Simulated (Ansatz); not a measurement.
# CH6GeO: the cost of one run

Computed with Ansatz 0.2.0, Gaussian basis. Level: PBE0-D4/def2-TZVP structures, single points in def2-TZVPP, no counterpoise correction.

Levels: SPW92, PBE-D4, BLYP-D4, r2SCAN-D4, B97M-V, PBE0-D4, B3LYP-D4, r2SCAN0-D4, BHLYP-D4, CAM-B3LYP-D4, wB97X-V, wB97M-V, B2PLYP, PBE-QIDH, RPA on PBE, Hartree-Fock, MP2, CCSD, CCSD(T).

Cores are frozen in the correlated methods. Filled d shells of the heavier atoms are correlated. B3LYP uses VWN-RPA correlation. B2PLYP carries no dispersion term here.

94 further runs of the same task are left out: 94 set aside as unsound or not needed.

**1. The starting structure**

The complex: 11 atoms, charge 0, spin multiplicity 1.

Atoms are counted from 1 here; the program's logs count them from 0.

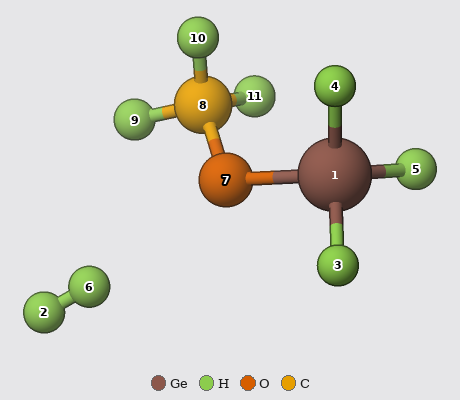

As it starts; germanium brown, hydrogen green, oxygen orange, carbon amber; atoms are numbered from 1 in the order of the file.

As a file:

```xyz
11

Ge   -1.3141    0.7225   -0.8020
H     3.1932   -0.6223   -1.0146
H    -0.9504    1.1219   -2.2340
H    -1.6830    1.9416    0.0660
H    -2.4536   -0.3146   -0.7581
H     2.4741   -0.4417   -0.9118
O     0.1650   -0.0216   -0.1470
C     0.1357   -0.4945    1.1769
H     1.1191   -0.9106    1.4096
H    -0.0745    0.3067    1.8983
H    -0.6114   -1.2875    1.3167
```

Its parts: CH6GeO holds atoms 1, 3, 4, 5, 7, 8, 9, 10, 11; H2 holds atoms 2, 6. Each part counts its atoms afresh in its own runs.

**2. Relaxing CH6GeO alone**

The input, relax-a/in.yaml:

```yaml
crystal:
  periodic: [false, false, false]
  atoms:
    - {symbol: Ge, position_ang: [-1.314114, 0.722512, -0.802036]}
    - {symbol: H, position_ang: [-0.950406, 1.121892, -2.234004]}
    - {symbol: H, position_ang: [-1.683007, 1.941564, 0.066037]}
    - {symbol: H, position_ang: [-2.453593, -0.314562, -0.758136]}
    - {symbol: O, position_ang: [0.165001, -0.021630, -0.146997]}
    - {symbol: C, position_ang: [0.135722, -0.494543, 1.176936]}
    - {symbol: H, position_ang: [1.119068, -0.910555, 1.409647]}
    - {symbol: H, position_ang: [-0.074476, 0.306712, 1.898305]}
    - {symbol: H, position_ang: [-0.611418, -1.287488, 1.316668]}
basis:
  gaussian: {orbitals: def2-TZVP}
hamiltonian: {xc: pbe0, dispersion: d4}
relax: {f_tol: 0.005, max_steps: 200}
```

Started as:

```console
$ ansatz run in.yaml --threads 4 --pin off --events-out ev --progress --plain --max-ram 9574MiB
```

**Question.** How long does this run take on 4 threads of Arm Neoverse V2, shared host?

About 6.5 s.
